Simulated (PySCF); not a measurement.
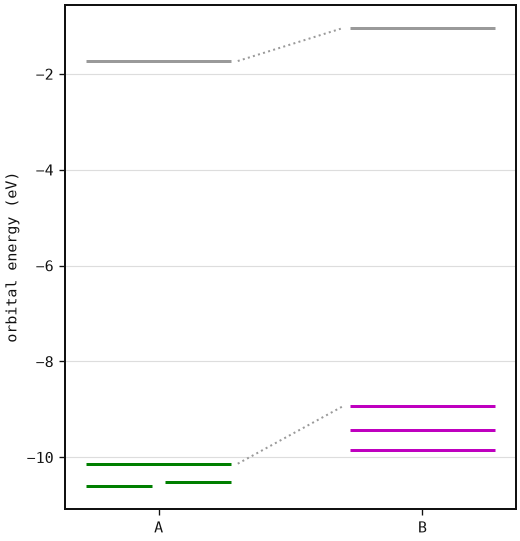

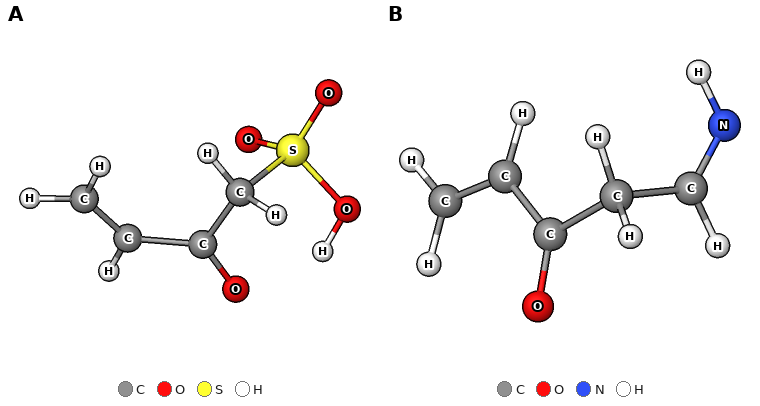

Related molecules: A is C₄H₆O₄S, SMILES C=CC(=O)CS(=O)(=O)O; B is C₅H₇NO, SMILES [H]/N=C\CC(=O)C=C. Frontier orbital energies, CAM-B3LYP/def2-SVPD, PySCF 2.14.0, at a GFN2-xTB geometry (no frequency check); drawn are at most three filled levels and, in grey, the LUMO with any level within 0.03 eV of it; dotted lines join the HOMOs and the LUMOs.

### What does the change do to the frontier levels?

From A to B the HOMO rises by 1.20 eV and the LUMO rises by 0.69 eV, so the separation goes from 8.40 to 7.89 eV.

Caveats, for all or some of the runs: one conformer of a flexible molecule; the tight-binding geometry is rougher than a DFT one and adds to the error.
